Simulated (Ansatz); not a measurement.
# C$_{2}$H$_{6}$AlNO: geometry relaxation (part 2 of 2)

C$_{2}$H$_{6}$AlNO, SMILES [CH3][Al]([NH2])[CH]=O; RKS PBE0-D4/def2-SVP (Ansatz 0.2.0). It belongs to a series of runs on one base structure; here: end point B relaxed.

Geometry of the input (Å):
```
C  -1.1450  1.0722  0.5625
Al 0.2492  -0.1111  -0.0575
N  1.3844  -0.9188  1.2078
C  0.5525  -0.4768  -1.9758
O  -0.2642  0.0226  -2.8054
H  -1.1642  1.2199  1.6549
H  -1.0172  2.1200  0.0999
H  -2.1382  0.7279  0.2301
H  2.0373  -1.5570  0.7481
H  2.0041  -0.1714  1.6523
H  1.2547  -1.1563  -2.2821
```

Trajectory as extended XYZ, continued
```
11
Properties=species:S:1:pos:R:3:forces:R:3 step=2 energy=-12289.84068
C    -1.1488    1.1011    0.5617    0.0684   0.7083  -0.2210
Al    0.2510   -0.0972   -0.0272    0.0355  -0.9606   0.7495
N     1.4016   -0.8975    1.1724    0.3393   1.3021  -0.7066
C     0.4184   -0.6171   -1.9584   -0.5037   2.4362  -2.0457
O    -0.2188    0.0654   -2.7975    0.9687  -1.6888   1.8911
H    -1.1612    1.2335    1.6546   -0.0108  -0.0212  -0.0052
H    -1.0279    2.1113    0.0987   -0.0830  -0.3884   0.2084
H    -2.1421    0.7435    0.2425    0.0417  -0.0639   0.0030
H     2.0764   -1.5383    0.7490   -0.0780  -0.0144   0.1650
H     1.9678   -0.2071    1.7072   -0.5565  -0.7466  -0.0740
H     1.3369   -1.1265   -2.3680   -0.2215  -0.5626   0.0356
11
Properties=species:S:1:pos:R:3:forces:R:3 step=3 energy=-12290.07268
C    -1.1439    1.0919    0.5592   -0.0978  -0.1066  -0.1073
Al    0.1419   -0.2635   -0.0063    0.6695   0.3334   0.3311
N     1.4383   -0.8561    1.1218    0.2209   0.5026  -0.5067
C     0.4377   -0.5705   -1.9856   -0.7808   0.7555  -0.9123
O    -0.2032    0.1219   -2.7799    0.7857  -0.9061   1.0320
H    -1.1530    1.2138    1.6529   -0.0553   0.0150   0.0220
H    -0.9385    2.0812    0.1027    0.0423  -0.2387   0.0333
H    -2.1582    0.8032    0.2321   -0.0151   0.0889   0.0789
H     2.1964   -1.4343    0.7491   -0.2577   0.0664   0.1631
H     1.8672   -0.1993    1.7880   -0.4194  -0.4627  -0.0844
H     1.2685   -1.2171   -2.3991   -0.0922  -0.0476  -0.0497
11
Properties=species:S:1:pos:R:3:forces:R:3 step=4 energy=-12290.25831
C    -1.1412    1.1015    0.5627   -0.1483  -0.0044   0.0679
Al    0.2463   -0.1242   -0.0324    0.1597  -0.0390  -0.0635
N     1.5231   -0.7338    1.0544   -0.0914   0.2021  -0.2194
C     0.4322   -0.5838   -2.0113   -0.0069   0.2188  -0.0314
O    -0.1992    0.0967   -2.7998    0.1484  -0.2666   0.2136
H    -1.2314    1.1421    1.6628    0.0790   0.0548  -0.0987
H    -0.9434    2.1223    0.1882   -0.0278  -0.0572   0.0610
H    -2.1311    0.8092    0.1708    0.0643   0.0221  -0.0421
H     2.2220   -1.3943    0.7324    0.1079   0.0061   0.1041
H     1.8084   -0.3183    1.9376   -0.0991  -0.1985  -0.0353
H     1.1677   -1.3463   -2.4305   -0.1858   0.0617   0.0438
11
Properties=species:S:1:pos:R:3:forces:R:3 step=5 energy=-12290.30134
C    -1.1363    1.1200    0.5630   -0.0285  -0.0129   0.0224
Al    0.2689   -0.0809   -0.0505    0.0124   0.0892   0.0168
N     1.5434   -0.7079    1.0118    0.0946   0.0277   0.1147
C     0.4393   -0.5770   -1.9984   -0.0283   0.0917  -0.2138
O    -0.2220    0.0366   -2.8152    0.0664  -0.1146   0.1410
H    -1.2017    1.1616    1.6625   -0.0030   0.0183  -0.0261
H    -0.9685    2.1480    0.1961    0.0148  -0.0525   0.0103
H    -2.1205    0.8077    0.1763    0.0024   0.0067   0.0047
H     2.2997   -1.3041    0.6878   -0.0344   0.0254   0.0718
H     1.6905   -0.4707    1.9911   -0.0457  -0.0839  -0.1691
H     1.1606   -1.3620   -2.3896   -0.0506   0.0051   0.0274
11
Properties=species:S:1:pos:R:3:forces:R:3 step=6 energy=-12290.30832
C    -1.1238    1.1255    0.5568    0.0066  -0.0221   0.0103
Al    0.2974   -0.0569   -0.0575    0.0117   0.0161  -0.0262
N     1.5517   -0.7062    1.0143    0.0285  -0.0027   0.0715
C     0.4454   -0.5617   -2.0082    0.0034   0.0260   0.0682
O    -0.2980   -0.0115   -2.7946   -0.0294  -0.0061  -0.0787
H    -1.1779    1.1876    1.6553   -0.0010   0.0110  -0.0053
H    -0.9761    2.1481    0.1694    0.0022  -0.0181   0.0012
H    -2.1062    0.7890    0.1865    0.0053   0.0047  -0.0034
H     2.3128   -1.3093    0.7203   -0.0115   0.0023  -0.0039
H     1.6371   -0.5209    2.0085   -0.0079  -0.0083  -0.0150
H     1.1907   -1.3125   -2.4160   -0.0079  -0.0027  -0.0188
11
Properties=species:S:1:pos:R:3:forces:R:3 step=7 energy=-12290.30947
C    -1.1148    1.1242    0.5545    0.0130  -0.0142   0.0034
Al    0.3088   -0.0533   -0.0626   -0.0269   0.0482   0.0770
N     1.5491   -0.7091    1.0241    0.0018  -0.0096  -0.0382
C     0.4413   -0.5499   -2.0127    0.0266  -0.0288  -0.1106
O    -0.3296   -0.0359   -2.7984   -0.0089   0.0015   0.0343
H    -1.1600    1.2002    1.6522   -0.0021   0.0053   0.0020
H    -0.9762    2.1425    0.1535   -0.0016  -0.0022  -0.0026
H    -2.0979    0.7783    0.1956   -0.0020   0.0012  -0.0035
H     2.3128   -1.3113    0.7357    0.0019  -0.0040   0.0105
H     1.6162   -0.5342    2.0208   -0.0030   0.0015   0.0108
H     1.2035   -1.2801   -2.4278    0.0011   0.0011   0.0169
11
Properties=species:S:1:pos:R:3:forces:R:3 step=8 energy=-12290.30949
C    -1.1137    1.1249    0.5562    0.0136  -0.0129   0.0109
Al    0.3090   -0.0514   -0.0646   -0.0415   0.0520   0.0639
N     1.5483   -0.7085    1.0218    0.0072  -0.0127  -0.0370
C     0.4399   -0.5498   -2.0157    0.0364  -0.0201  -0.0279
O    -0.3334   -0.0452   -2.8041   -0.0182   0.0039   0.0039
H    -1.1610    1.1965    1.6542   -0.0002   0.0032   0.0001
H    -0.9732    2.1447    0.1602   -0.0034   0.0032  -0.0060
H    -2.0964    0.7815    0.1943   -0.0069   0.0018  -0.0063
H     2.3118   -1.3117    0.7353    0.0041  -0.0044   0.0104
H     1.6134   -0.5329    2.0185   -0.0008   0.0003   0.0137
H     1.2089   -1.2767   -2.4214    0.0097  -0.0144  -0.0256
11
Properties=species:S:1:pos:R:3:forces:R:3 step=9 energy=-12290.30991
C    -1.1104    1.1276    0.5548    0.0087   0.0009  -0.0007
Al    0.3163   -0.0445   -0.0635   -0.0098   0.0103   0.0113
N     1.5487   -0.7125    1.0246    0.0245  -0.0061   0.0684
C     0.4450   -0.5441   -2.0185   -0.0952   0.0250  -0.0913
O    -0.3620   -0.0663   -2.7930    0.1137  -0.0618   0.0998
H    -1.1558    1.2089    1.6522    0.0004  -0.0011  -0.0027
H    -0.9772    2.1447    0.1490   -0.0038   0.0013  -0.0017
H    -2.0919    0.7757    0.1969    0.0019   0.0004  -0.0001
H     2.3104   -1.3220    0.7448   -0.0193   0.0170   0.0032
H     1.6049   -0.5433    2.0252   -0.0073  -0.0133  -0.0801
H     1.2253   -1.2530   -2.4376   -0.0137   0.0275  -0.0060
11
Properties=species:S:1:pos:R:3:forces:R:3 step=10 energy=-12290.30974 accepted=F
C    -1.1102    1.1291    0.5546    0.0078   0.0070  -0.0038
Al    0.3151   -0.0453   -0.0619   -0.0197  -0.0349   0.0037
N     1.5487   -0.7138    1.0246    0.0024   0.0013   0.0327
C     0.4408   -0.5514   -2.0160   -0.0113   0.1111  -0.0851
O    -0.3646   -0.0696   -2.7892    0.0638  -0.0768   0.0786
H    -1.1531    1.2155    1.6516   -0.0001  -0.0009  -0.0020
H    -0.9788    2.1443    0.1435   -0.0031   0.0004   0.0004
H    -2.0924    0.7751    0.2003    0.0033  -0.0013   0.0012
H     2.3100   -1.3229    0.7443   -0.0059   0.0025  -0.0062
H     1.6030   -0.5487    2.0248    0.0002   0.0016  -0.0290
H     1.2347   -1.2412   -2.4415   -0.0373  -0.0099   0.0094
11
Properties=species:S:1:pos:R:3:forces:R:3 step=11 energy=-12290.31028
C    -1.1102    1.1295    0.5549    0.0010  -0.0007  -0.0016
Al    0.3149   -0.0445   -0.0623    0.0008  -0.0008   0.0071
N     1.5484   -0.7132    1.0241   -0.0043  -0.0018  -0.0021
C     0.4447   -0.5465   -2.0166   -0.0004   0.0016  -0.0070
O    -0.3631   -0.0725   -2.7899   -0.0031  -0.0010   0.0021
H    -1.1561    1.2107    1.6522    0.0006   0.0012  -0.0003
H    -0.9780    2.1465    0.1486    0.0004   0.0007  -0.0009
H    -2.0914    0.7769    0.1969   -0.0017  -0.0001   0.0003
H     2.3095   -1.3212    0.7418    0.0010  -0.0016  -0.0035
H     1.6044   -0.5474    2.0234    0.0011   0.0022   0.0048
H     1.2301   -1.2471   -2.4381    0.0045   0.0004   0.0010
```

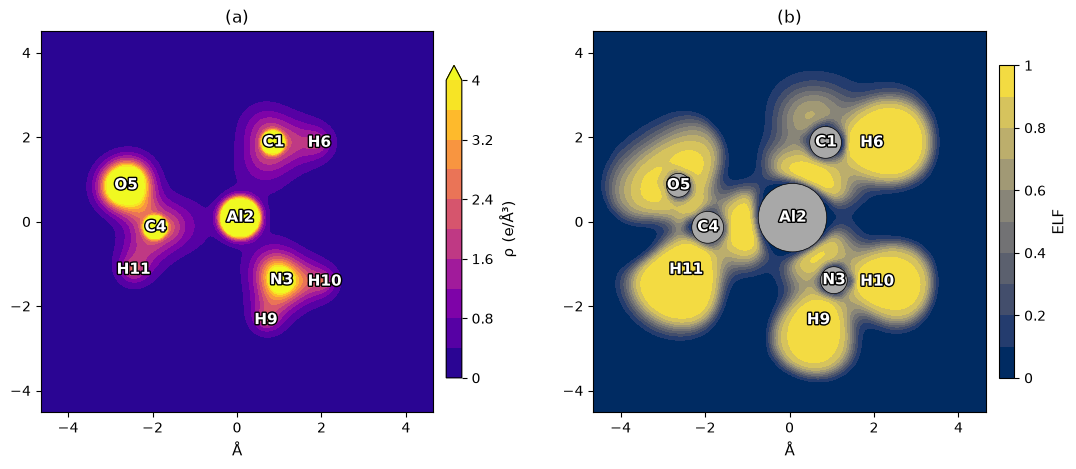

(a) total electron density; (b) ELF on the plane of atoms C1, Al2 and C4. Grey discs, where drawn, cover atomic cores. Atoms in the plane: C, Al, N, O and H. Al–N (1.77 Å): ρ at the midpoint is about 0.82 e/Å³; the ELF peaks at about 0.90 in the valence shell of N, 0.7 Å from its nucleus, and is about 0.60 at the midpoint. C–Al (2.02 Å): ρ at the midpoint is about 0.68 e/Å³; the ELF peaks at about 1 between the atoms (a polar covalent bond).

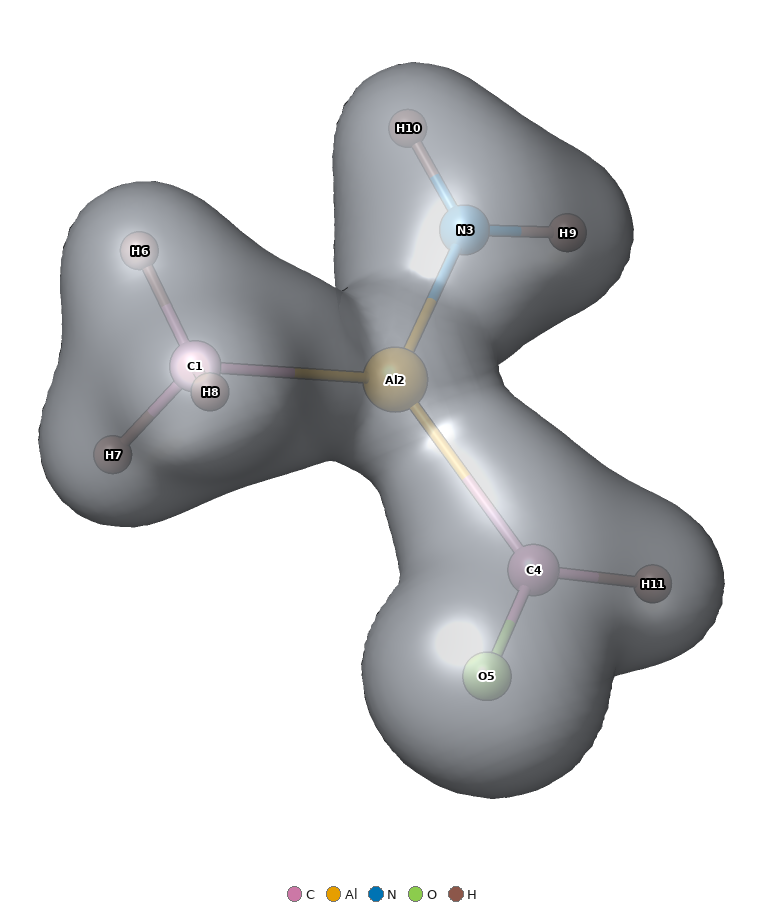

Isosurface of the total electron density at 0.2 e/Å³ (grey), seen at an oblique angle. At this value the surface is in one piece. On the grid the lowest density along these lines, outside the cores, is 2.7 e/Å³ (C–O, 1.21 Å), 0.69 e/Å³ (Al–N, 1.77 Å), 0.61 e/Å³ (C–Al, 1.95 Å) and 2.2 e/Å³ (N–H, 1.01 Å).

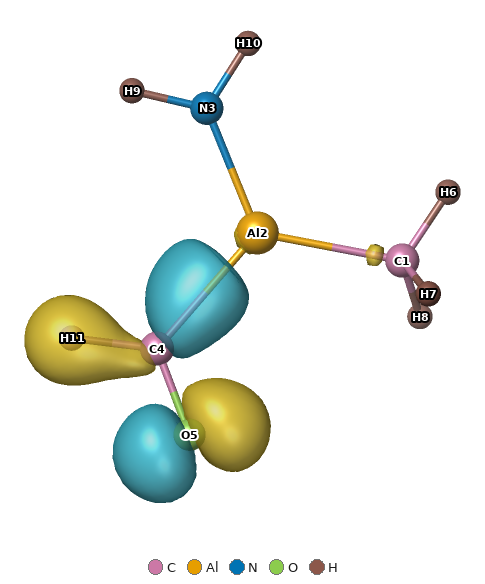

One frontier orbital at ±0.2 Å⁻³ᐟ² (yellow and cyan are the two phases), seen face on. The HOMO, at −6.07 eV. By Hirshfeld shares it lies mainly on O5 (45 %), C4 (25 %), Al2 (10 %) and H11 (10 %); π-antibonding (π*) across O5–C4.

Results in brief

| quantity | value |
| --- | --- |
| outcome | converged |
| total energy | −12290.3103 eV |
| mean-field energy | −12290.1507 eV |
| largest force (length of the vector) at the end | 0.007 eV/Å |
| hardware | 2 threads of Arm Neoverse V2, 128 GiB of memory available, shared host |
| wall time | 34 s (CPU time 65 s) |
| peak memory | 0.22 GiB |
